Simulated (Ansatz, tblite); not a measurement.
# Phenacyltetrahydrothiophenium tetrafluoroborate (C₁₂H₁₅BF₄OS): charged states by level of theory, part 1 of 3

Aim: the energy of removing and adding an electron for phenacyltetrahydrothiophenium tetrafluoroborate (C₁₂H₁₅BF₄OS), by energy differences, and how well orbital energies stand in for it.

Program: Ansatz 0.2.0, Gaussian basis. Level of theory: as each input shows. These are calculated values, not measurements.

The runs, in order: charge -1 doublet, at the geometry of the singlet (PBE0-D4/def2-TZVP, PBE-D4/def2-TZVP, HF/def2-TZVP, LC-ωPBE(0.10)/def2-SVP, LC-ωPBE(0.15)/def2-SVP, LC-ωPBE(0.20)/def2-SVP, LC-ωPBE(0.30)/def2-SVP); charge -1 doublet, relaxed (PBE0-D4/def2-TZVP, PBE-D4/def2-TZVP); charge +1 doublet, at the geometry of the singlet (PBE0-D4/def2-TZVP, PBE-D4/def2-TZVP, HF/def2-TZVP, LC-ωPBE(0.10)/def2-SVP, LC-ωPBE(0.15)/def2-SVP, LC-ωPBE(0.20)/def2-SVP, LC-ωPBE(0.30)/def2-SVP); the starting singlet's energies come from earlier runs.

## (1) The geometry

The singlet was relaxed beforehand with PBE-D4/def2-SVP.

SMILES `F[B-](F)(F)F.O=C(C[S+]1CCCC1)c1ccccc1`, 34 atoms, charge 0, spin multiplicity 1.

Atoms are counted from 1 here; the program's logs count them from 0.

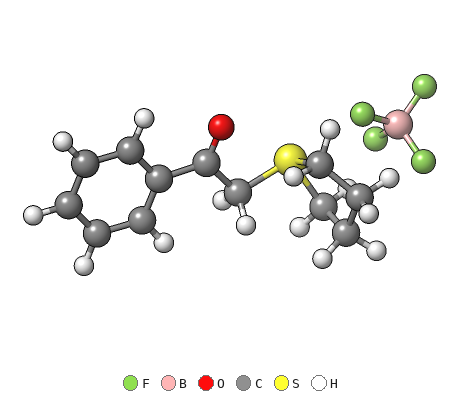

The structure; fluorine green, boron pink, oxygen red, carbon grey, sulfur yellow, hydrogen white.

As a file:

```tsv
atom	x (Å)	y (Å)	z (Å)
F1	-3.2190	2.1649	-0.3963
B2	-4.6280	1.7857	-0.2678
F3	-4.9300	0.9583	-1.3761
F4	-4.7302	1.0147	0.9167
F5	-5.4033	2.9190	-0.2315
O6	1.3011	1.6935	0.2345
C7	1.4209	0.5159	0.5614
C8	0.1946	-0.3955	0.5017
S9	-1.2951	0.6427	0.1910
C10	-2.5062	-0.7247	-0.0886
C11	-2.3895	-1.0996	-1.5671
C12	-2.1450	0.1974	-2.3491
C13	-1.0792	1.0152	-1.6138
C14	2.7163	-0.0634	1.0097
C15	3.8324	0.8004	1.0795
C16	5.0748	0.3122	1.4930
C17	5.2173	-1.0436	1.8385
C18	4.1145	-1.9106	1.7696
C19	2.8671	-1.4241	1.3583
H20	0.0199	-0.9074	1.4702
H21	0.3000	-1.1754	-0.2812
H22	-2.2580	-1.5371	0.6217
H23	-3.4832	-0.2782	0.1937
H24	-1.5673	-1.8325	-1.7249
H25	-3.3332	-1.5821	-1.8915
H26	-3.0906	0.7711	-2.3712
H27	-1.8133	-0.0014	-3.3884
H28	-0.0348	0.7473	-1.8625
H29	-1.2187	2.1071	-1.6954
H30	3.6890	1.8552	0.8022
H31	5.9407	0.9888	1.5487
H32	6.1957	-1.4277	2.1649
H33	4.2281	-2.9709	2.0400
H34	2.0123	-2.1150	1.3100
```

## (2) Charge -1 doublet at the fixed geometry, PBE0-D4/def2-TZVP

in.yaml reads:

```yaml
crystal:
  periodic: [false, false, false]
  atoms:
    - {symbol: F, position_ang: [-3.219029, 2.164946, -0.396286]}
    - {symbol: B, position_ang: [-4.628050, 1.785660, -0.267838]}
    - {symbol: F, position_ang: [-4.930011, 0.958254, -1.376107]}
    - {symbol: F, position_ang: [-4.730217, 1.014652, 0.916671]}
    - {symbol: F, position_ang: [-5.403297, 2.918990, -0.231546]}
    - {symbol: O, position_ang: [1.301117, 1.693453, 0.234474]}
    - {symbol: C, position_ang: [1.420857, 0.515914, 0.561447]}
    - {symbol: C, position_ang: [0.194647, -0.395517, 0.501747]}
    - {symbol: S, position_ang: [-1.295073, 0.642740, 0.191010]}
    - {symbol: C, position_ang: [-2.506152, -0.724735, -0.088556]}
    - {symbol: C, position_ang: [-2.389508, -1.099604, -1.567054]}
    - {symbol: C, position_ang: [-2.144969, 0.197442, -2.349128]}
    - {symbol: C, position_ang: [-1.079247, 1.015187, -1.613822]}
    - {symbol: C, position_ang: [2.716270, -0.063404, 1.009687]}
    - {symbol: C, position_ang: [3.832367, 0.800378, 1.079464]}
    - {symbol: C, position_ang: [5.074838, 0.312192, 1.492986]}
    - {symbol: C, position_ang: [5.217275, -1.043647, 1.838486]}
    - {symbol: C, position_ang: [4.114466, -1.910591, 1.769565]}
    - {symbol: C, position_ang: [2.867143, -1.424083, 1.358259]}
    - {symbol: H, position_ang: [0.019878, -0.907449, 1.470224]}
    - {symbol: H, position_ang: [0.299965, -1.175420, -0.281177]}
    - {symbol: H, position_ang: [-2.257988, -1.537083, 0.621720]}
    - {symbol: H, position_ang: [-3.483168, -0.278179, 0.193695]}
    - {symbol: H, position_ang: [-1.567274, -1.832461, -1.724883]}
    - {symbol: H, position_ang: [-3.333194, -1.582072, -1.891470]}
    - {symbol: H, position_ang: [-3.090602, 0.771080, -2.371179]}
    - {symbol: H, position_ang: [-1.813324, -0.001392, -3.388409]}
    - {symbol: H, position_ang: [-0.034825, 0.747323, -1.862470]}
    - {symbol: H, position_ang: [-1.218698, 2.107136, -1.695352]}
    - {symbol: H, position_ang: [3.689026, 1.855167, 0.802243]}
    - {symbol: H, position_ang: [5.940674, 0.988781, 1.548722]}
    - {symbol: H, position_ang: [6.195703, -1.427721, 2.164866]}
    - {symbol: H, position_ang: [4.228093, -2.970944, 2.039987]}
    - {symbol: H, position_ang: [2.012336, -2.114982, 1.310044]}
basis:
  gaussian: {orbitals: def2-TZVP, fitting: {mean_field: def2-universal-jkfit}}
total_charge: -1
magnetization: {spin_polarized: true, initial_magnetization: 1}
hamiltonian: {xc: pbe0, dispersion: d4}
scf: {omitted_lower_state_checks: [starts]}
output: {orbitals: {seedname: orbitals}}
```

Launch:

```bash
ansatz run in.yaml --threads 2 --pin off --events-out ev --progress --plain --max-ram 31744MiB --backend cuda --devices 0, --max-vram 18GiB
```

Output, shortened:

```text
Functional definition: PBE0
  name "PBE0"
  cite "Adamo & Barone, J. Chem. Phys. 110, 6158 (1999) doi:10.1063/1.478522"
  cite "Perdew, Burke & Ernzerhof, Phys. Rev. Lett. 77, 3865 (1996) doi:10.1103/PhysRevLett.77.3865"
  parent pbe
[...]
1758 factors; integrals over basis functions are off by at most 1.6e0 eV
[...]
mean field -37100.02247905 eV, -1363.4006788067 hartree, gradient 4.0e-5 eV, S^2 0.767585; 0 other end points of the search recorded, 0 dependent functions left out
reference -37100.02253956 eV, -1363.4006810305 hartree; 77, 76 occupied and 608, 609 virtual orbitals, 1758 factors
Total energy: -37101.05634999 eV, -1363.4386728630 hartree
Checks for a lower state left out: starts
```

Wall time 6 s (1 × H100 (card shared with other runs) with 2 threads of AMD EPYC 7R13, shared host); peak host memory 1.3 GiB.

HOMO 0.14 eV, LUMO 2.54 eV (over both spins); ⟨S²⟩ 0.768 (pure: 0.75). Doubts: highest occupied level lies above zero.

## (3) Charge -1 doublet at the fixed geometry, PBE-D4/def2-TZVP

start.molden holds the orbitals of an earlier run on this state, given as this run's starting guess.

Changes to in.yaml since step 2:

```diff
@@ -38,6 +38,6 @@
 basis:
-  gaussian: {orbitals: def2-TZVP, fitting: {mean_field: def2-universal-jkfit}}
+  gaussian: {orbitals: def2-TZVP, fitting: {mean_field: def2-universal-jkfit}, initial_orbitals: start.molden}
 total_charge: -1
 magnetization: {spin_polarized: true, initial_magnetization: 1}
-hamiltonian: {xc: pbe0, dispersion: d4}
+hamiltonian: {xc: pbe, dispersion: d4}
 scf: {omitted_lower_state_checks: [starts]}
```

The command is unchanged.

Output, shortened:

```text
Functional definition: PBE
  name "PBE"
  cite "Perdew, Burke & Ernzerhof, Phys. Rev. Lett. 77, 3865 (1996) doi:10.1103/PhysRevLett.77.3865"
  parent pbe
[...]
1758 factors; integrals over basis functions are off by at most 1.6e0 eV
[...]
mean field -37097.70722237 eV, -1363.3155946931 hartree, gradient 5.7e-5 eV, S^2 0.754075; 0 other end points of the search recorded, 0 dependent functions left out
reference -37097.70730539 eV, -1363.3155977439 hartree; 77, 76 occupied and 608, 609 virtual orbitals, 1758 factors
Total energy: -37098.91068175 eV, -1363.3598210096 hartree
Checks for a lower state left out: starts
```

Run time: 7 s. Hardware: 1 × H100 (card shared with other runs) with 2 threads of AMD EPYC 7R13, shared host; peak host memory 1.1 GiB.

HOMO 0.93 eV, LUMO 1.54 eV (over both spins); ⟨S²⟩ 0.754 (pure: 0.75). Doubts: highest occupied level lies above zero.

## (4) Charge -1 doublet at the fixed geometry, HF/def2-TZVP

Changes to in.yaml since step 3:

```diff
@@ -41,3 +41,3 @@
 magnetization: {spin_polarized: true, initial_magnetization: 1}
-hamiltonian: {xc: pbe, dispersion: d4}
+hamiltonian: {xc: hf}
 scf: {omitted_lower_state_checks: [starts]}
```

Same command.

Output, shortened:

```text
Functional definition: HF
  name "HF"
  cite "Fock, Z. Phys. 61, 126 (1930) doi:10.1007/BF01340294"
  parent pbe
[...]
1758 factors; integrals over basis functions are off by at most 1.6e0 eV
[...]
mean field -36969.03199330 eV, -1358.5868672438 hartree, gradient 5.2e-5 eV, S^2 1.211878; 0 other end points of the search recorded, 0 dependent functions left out
reference -36969.03199330 eV, -1358.5868672438 hartree; 77, 76 occupied and 608, 609 virtual orbitals, 1758 factors
Total energy: -36969.03199330 eV, -1358.5868672438 hartree
Checks for a lower state left out: starts
```

Run time: 5.5 s. Hardware: 1 × H100 (card shared with other runs) with 2 threads of AMD EPYC 7R13, shared host.

Report: HOMO -2.10 eV, LUMO 5.72 eV (over both spins); ⟨S²⟩ 1.212 (pure: 0.75). Doubts: spin contamination.

## (5) Charge -1 doublet at the fixed geometry, LC-ωPBE(0.10)/def2-SVP

Changes to in.yaml since step 4:

```diff
@@ -38,6 +38,6 @@
 basis:
-  gaussian: {orbitals: def2-TZVP, fitting: {mean_field: def2-universal-jkfit}, initial_orbitals: start.molden}
+  gaussian: {orbitals: def2-SVP, initial_orbitals: start.molden}
 total_charge: -1
 magnetization: {spin_polarized: true, initial_magnetization: 1}
-hamiltonian: {xc: hf}
+hamiltonian: {xc: {name: LC-wPBE, parameters: {omega: 0.1/bohr}}}
 scf: {omitted_lower_state_checks: [starts]}
```

The command is unchanged.

Output, shortened:

```text
Functional definition: LC-wPBE
  name "LC-wPBE"
  cite "Vydrov & Scuseria, J. Chem. Phys. 125, 234109 (2006) doi:10.1063/1.2409292"
  cite "Heyd & Scuseria, J. Chem. Phys. 120, 7274 (2004) doi:10.1063/1.1668634"
  cite "Ernzerhof & Perdew, J. Chem. Phys. 109, 3313 (1998) doi:10.1063/1.476928"
  cite "Perdew, Burke & Ernzerhof, Phys. Rev. Lett. 77, 3865 (1996) doi:10.1103/PhysRevLett.77.3865"
  parent pbe
[...]
  with omega = 0.1/bohr from the input
[...]
3860 factors; their error is unknown
205 factors; integrals over basis functions are off by at most 2.2e-7 eV
[...]
mean field -37069.43038431 eV, -1362.2764400611 hartree, gradient 2.2e-5 eV, S^2 0.755557; 0 other end points of the search recorded, 0 dependent functions left out
reference -37069.43038453 eV, -1362.2764400690 hartree; 77, 76 occupied and 268, 269 virtual orbitals, 3860 factors
Total energy: -37069.43038453 eV, -1362.2764400690 hartree
Checks for a lower state left out: starts
```

Wall time 9.5 s (1 × H100 (card shared with other runs) with 2 threads of AMD EPYC 7R13, shared host); peak host memory 1.2 GiB.

From the report: HOMO -0.11 eV, LUMO 3.26 eV (over both spins); ⟨S²⟩ 0.756 (pure: 0.75).

## (6) Charge -1 doublet at the fixed geometry, LC-ωPBE(0.15)/def2-SVP

Changes to in.yaml since step 5:

```diff
@@ -41,3 +41,3 @@
 magnetization: {spin_polarized: true, initial_magnetization: 1}
-hamiltonian: {xc: {name: LC-wPBE, parameters: {omega: 0.1/bohr}}}
+hamiltonian: {xc: {name: LC-wPBE, parameters: {omega: 0.15/bohr}}}
 scf: {omitted_lower_state_checks: [starts]}
```

Launched as before.

Output, shortened:

```text
Functional definition: LC-wPBE
  name "LC-wPBE"
  cite "Vydrov & Scuseria, J. Chem. Phys. 125, 234109 (2006) doi:10.1063/1.2409292"
  cite "Heyd & Scuseria, J. Chem. Phys. 120, 7274 (2004) doi:10.1063/1.1668634"
  cite "Ernzerhof & Perdew, J. Chem. Phys. 109, 3313 (1998) doi:10.1063/1.476928"
  cite "Perdew, Burke & Ernzerhof, Phys. Rev. Lett. 77, 3865 (1996) doi:10.1103/PhysRevLett.77.3865"
  parent pbe
[...]
  with omega = 0.15/bohr from the input
[...]
3860 factors; their error is unknown
375 factors; integrals over basis functions are off by at most 4.2e-7 eV
[...]
mean field -37070.98618919 eV, -1362.3336148356 hartree, gradient 1.6e-5 eV, S^2 0.758811; 0 other end points of the search recorded, 0 dependent functions left out
reference -37070.98618927 eV, -1362.3336148386 hartree; 77, 76 occupied and 268, 269 virtual orbitals, 3860 factors
Total energy: -37070.98618927 eV, -1362.3336148386 hartree
Checks for a lower state left out: starts
```

It took 8.5 s on 1 × H100 (card shared with other runs) with 2 threads of AMD EPYC 7R13, shared host.

From the report: HOMO -0.56 eV, LUMO 3.80 eV (over both spins); ⟨S²⟩ 0.759 (pure: 0.75).

## (7) Charge -1 doublet at the fixed geometry, LC-ωPBE(0.20)/def2-SVP

Changes to in.yaml since step 6:

```diff
@@ -41,3 +41,3 @@
 magnetization: {spin_polarized: true, initial_magnetization: 1}
-hamiltonian: {xc: {name: LC-wPBE, parameters: {omega: 0.15/bohr}}}
+hamiltonian: {xc: {name: LC-wPBE, parameters: {omega: 0.2/bohr}}}
 scf: {omitted_lower_state_checks: [starts]}
```

The command is unchanged.

Output, shortened:

```text
Functional definition: LC-wPBE
  name "LC-wPBE"
  cite "Vydrov & Scuseria, J. Chem. Phys. 125, 234109 (2006) doi:10.1063/1.2409292"
  cite "Heyd & Scuseria, J. Chem. Phys. 120, 7274 (2004) doi:10.1063/1.1668634"
  cite "Ernzerhof & Perdew, J. Chem. Phys. 109, 3313 (1998) doi:10.1063/1.476928"
  cite "Perdew, Burke & Ernzerhof, Phys. Rev. Lett. 77, 3865 (1996) doi:10.1103/PhysRevLett.77.3865"
  parent pbe
[...]
  with omega = 0.2/bohr from the input
[...]
3860 factors; their error is unknown
574 factors; integrals over basis functions are off by at most 1.4e-6 eV
[...]
mean field -37072.78618126 eV, -1362.3997633245 hartree, gradient 1.5e-5 eV, S^2 0.764319; 0 other end points of the search recorded, 0 dependent functions left out
reference -37072.78618131 eV, -1362.3997633261 hartree; 77, 76 occupied and 268, 269 virtual orbitals, 3860 factors
Total energy: -37072.78618131 eV, -1362.3997633261 hartree
Checks for a lower state left out: starts
```

Wall time 4.6 s (1 × H100 (card shared with other runs) with 2 threads of AMD EPYC 7R13, shared host).

Report: HOMO -0.91 eV, LUMO 4.23 eV (over both spins); ⟨S²⟩ 0.764 (pure: 0.75).

## (8) Charge -1 doublet at the fixed geometry, LC-ωPBE(0.30)/def2-SVP

Changes to in.yaml since step 7:

```diff
@@ -41,3 +41,3 @@
 magnetization: {spin_polarized: true, initial_magnetization: 1}
-hamiltonian: {xc: {name: LC-wPBE, parameters: {omega: 0.2/bohr}}}
+hamiltonian: {xc: {name: LC-wPBE, parameters: {omega: 0.3/bohr}}}
 scf: {omitted_lower_state_checks: [starts]}
```

Same command.

Output, shortened:

```text
Functional definition: LC-wPBE
  name "LC-wPBE"
  cite "Vydrov & Scuseria, J. Chem. Phys. 125, 234109 (2006) doi:10.1063/1.2409292"
  cite "Heyd & Scuseria, J. Chem. Phys. 120, 7274 (2004) doi:10.1063/1.1668634"
  cite "Ernzerhof & Perdew, J. Chem. Phys. 109, 3313 (1998) doi:10.1063/1.476928"
  cite "Perdew, Burke & Ernzerhof, Phys. Rev. Lett. 77, 3865 (1996) doi:10.1103/PhysRevLett.77.3865"
  parent pbe
[...]
  with omega = 0.3/bohr from the input
[...]
3860 factors; their error is unknown
855 factors; integrals over basis functions are off by at most 9.4e-6 eV
[...]
mean field -37076.39800857 eV, -1362.5324955297 hartree, gradient 2.7e-5 eV, S^2 0.782282; 0 other end points of the search recorded, 0 dependent functions left out
reference -37076.39800859 eV, -1362.5324955304 hartree; 77, 76 occupied and 268, 269 virtual orbitals, 3860 factors
Total energy: -37076.39800859 eV, -1362.5324955304 hartree
Checks for a lower state left out: starts
```

Run time: 7 s. Hardware: 1 × H100 (card shared with other runs) with 2 threads of AMD EPYC 7R13, shared host.

From the report: HOMO -1.42 eV, LUMO 4.78 eV (over both spins); ⟨S²⟩ 0.782 (pure: 0.75).

## (9) Vertical electron affinity

Starting state less charged state (positive: the electron is bound), singlet to doublet; the starting state's energies are those of its earlier runs.

```tsv
level	vertical electron affinity (eV)	time
HF/def2-TZVP†	+0.67	9.8 s
PBE-D4/def2-TZVP	+1.47	11 s
PBE0-D4/def2-TZVP	+1.43	8.9 s
```

Times add the two runs; a level without a time comes out of a correlated run. † marks a level with a doubtful state (flagged, unstable, out of aufbau order, or strongly spin-contaminated); such levels are left out of the summary.

Beside −ε(LUMO) of the starting state:

```tsv
level	−ε(LUMO) (eV)	by difference (eV)	mismatch (eV)
PBE-D4/def2-TZVP	3.80	1.47	+2.33
PBE0-D4/def2-TZVP	2.92	1.43	+1.49
```

(Continued in part 2 of 3.)
